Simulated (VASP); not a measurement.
Band structure of WCl$_{6}$ (space group R-3). Computed with PBEsol GGA, VASP's PBE PAW potentials (set 64) (plane waves; VASP).

Unless said otherwise, spin-orbit coupling is left out, though it shifts the bands of the heavy elements here.

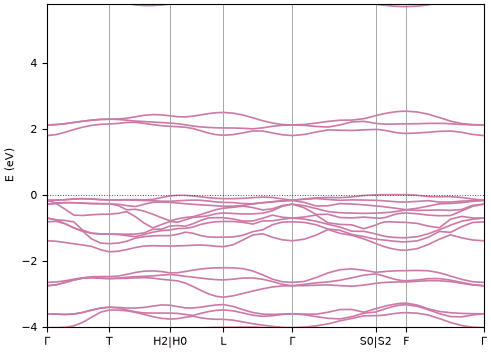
Figure: Bands along high-symmetry lines, zero at the valence-band maximum or, without a gap, the Fermi level

Read the plot: is there a gap, and where are the band edges?

The gap is indirect, 1.79 eV, from the valence maximum at F to the conduction minimum at Γ.

The structure comes from a measured WCl6 entry of the Crystallography Open Database, whose conditions weren't checked. The cell was not relaxed at this level.
